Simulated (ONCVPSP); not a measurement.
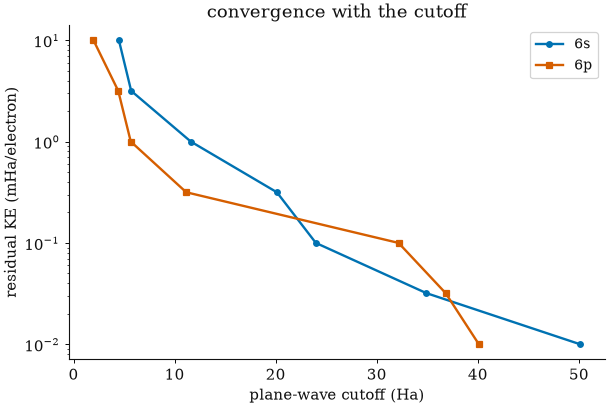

Residual kinetic energy of the pseudo-waves (the first of each channel, and further valence shells) beyond the plane-wave cutoff, as the generator prints it.

- Element: Bi (Z = 83)
- Generator: ONCVPSP 4.0.1
- Type: optimised norm-conserving Vanderbilt (ONCV)
- Functional: PBE
- Relativity: scalar-relativistic
- Frozen core: [Xe] 4f14 5d10
- Valence charge: 5
- Reference configuration: 6s2 6p3
- Partial waves: 6s: rc 2.00 bohr, ncon 3, nbas 6, qcut 3.3 1/bohr, local; 6p: rc 2.20 bohr, ncon 5, nbas 8, qcut 3.7 1/bohr, 2 projectors, debl 2.8 Ha
- Local potential: the s channel
- Core correction: Teter function, fcfact 3, rcfact 1.25

Q: Read the cutoffs for an error of 1 mHa per electron.

A: 6s: 12 Ha; 6p: 5.7 Ha.

Q: Which cutoffs does the potential need for its occupied states?

A: 12 Ha for 1 mHa and 32 Ha for 0.1 mHa per electron. The first is set by 6s.

Q: Which wave is the hardest at 1 mHa per electron, and which settings govern it?

A: 6s, with rc = 2.00 bohr and qcut = 3.3 1/bohr. The optimisation minimises, but can't always remove, the kinetic energy above qcut²/2 = 5.4 Ha, and a larger rc would as a rule soften the wave at some cost in transferability.
